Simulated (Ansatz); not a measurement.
System: TlB.

Input file:

```
crystal:
  lattice:
    - [-2.0947380538, 2.0947380538, 2.34286533]
    - [2.0947380538, -2.0947380538, 2.34286533]
    - [2.0947380538, 2.0947380538, -2.34286533]
  atoms:
    - { symbol: Tl, position: [0.5, 0.5, 0.0] }
    - { symbol: B, position: [0.0, 0.0, 0.0] }
hamiltonian:
  xc: pbe
  pseudopotentials: { kind: paw }
kpoints:
  mp_grid: { grid: [9, 9, 9] }
scf:
  occupations: { method: fermi_dirac, width: 0.05 }
output:
  forces: true
  stress: true
  eigenvalues: true
  write_density: true
  write_potential: true
  elf: true
  volumetric_format: npy
```

Launched as:

```sh
ansatz run input.yaml --threads 2 --pin off --max-ram 5632MiB --backend cpu --events-out ev --progress --plain --runs-dir out
```

Below, planes, directions and counts refer to the conventional cell (a = 4.19 Å, b = 4.19 Å, c = 4.69 Å, α = 90.00°, β = 90.00°, γ = 90.00°).

Space group I4/mmm; a generated structure, not necessarily the stable one; computed pressure about −4 GPa in this cell.

Computed with Kohn-Sham DFT of a periodic cell, PBE, Ansatz PAW in Ansatz 0.2.0.

### What can the converged valence pseudo-density and electron localisation function tell about the bonding?

Tl–B (2.34 Å): ρ at the midpoint is about 0.55 e/Å³; the ELF peaks at about 0.85 in the valence shell of B, 0.7 Å from its nucleus, and is about 0.40 at the midpoint.

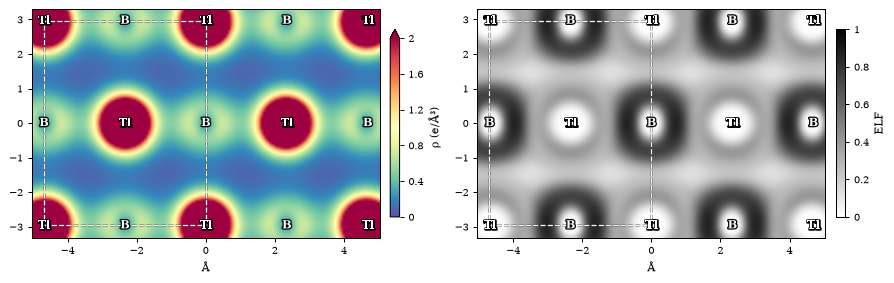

Computed valence pseudo-density and electron localisation function on the (110) plane of the conventional cell, in this order. 

The density is the valence pseudo-density of a PAW calculation; it isn't the true density close to the nuclei.
